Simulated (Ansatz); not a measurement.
```yaml
atoms:
  - { symbol: C, position_ang: [0.6757, 0.9122, -0.5674] }
  - { symbol: N, position_ang: [-0.8681, -0.8949, 1.3365] }
  - { symbol: Si, position_ang: [1.0217, 2.6667, -1.1575] }
  - { symbol: Si, position_ang: [-0.5833, 0.7496, 0.8224] }
  - { symbol: Si, position_ang: [-2.0180, -2.0498, 0.7223] }
  - { symbol: H, position_ang: [2.0256, 2.6731, -2.2655] }
  - { symbol: H, position_ang: [-0.2331, 3.3077, -1.6575] }
  - { symbol: H, position_ang: [1.5567, 3.4995, -0.0368] }
  - { symbol: H, position_ang: [0.3243, 0.3154, -1.4295] }
  - { symbol: H, position_ang: [1.6296, 0.4586, -0.2400] }
  - { symbol: H, position_ang: [-0.0878, 1.5238, 2.0024] }
  - { symbol: H, position_ang: [-1.8871, 1.3069, 0.3537] }
  - { symbol: H, position_ang: [-0.2027, -1.2546, 2.0196] }
  - { symbol: H, position_ang: [-2.7591, -2.7219, 1.8341] }
  - { symbol: H, position_ang: [-1.3866, -3.1329, -0.0987] }
  - { symbol: H, position_ang: [-2.9744, -1.2988, -0.1416] }
```

Geometry: r2SCAN-D4/def2-SVP.

All numbers below come from Ansatz 0.2.0, isolated molecule in a Gaussian basis; Kohn-Sham density functional theory, functional PBE0.

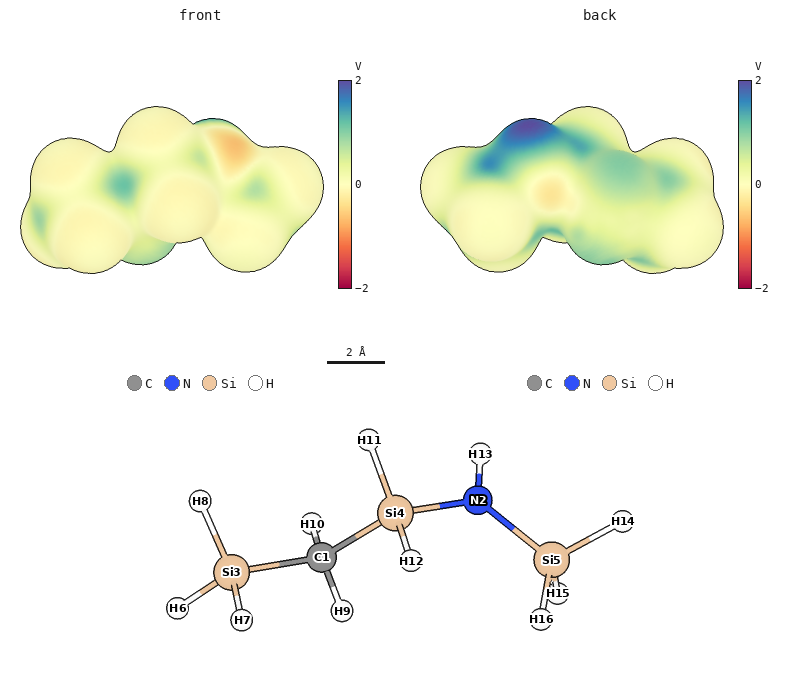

CH₁₁NSi₃. The molecular electrostatic potential painted on the density surface at 0.002 e/bohr³, seen from the front and from behind; red is negative and blue positive. The bare structure is drawn below in the same view.

**Where is the surface potential most negative and most positive?**

The most negative region (about −0.5 V, or −12 kcal/mol for a unit charge) lies over N2, the most positive (about +1.9 V, or +44 kcal/mol for a unit charge) over H13.

**How polar is the molecule by this calculation?**

Its dipole moment is 1.35 D.
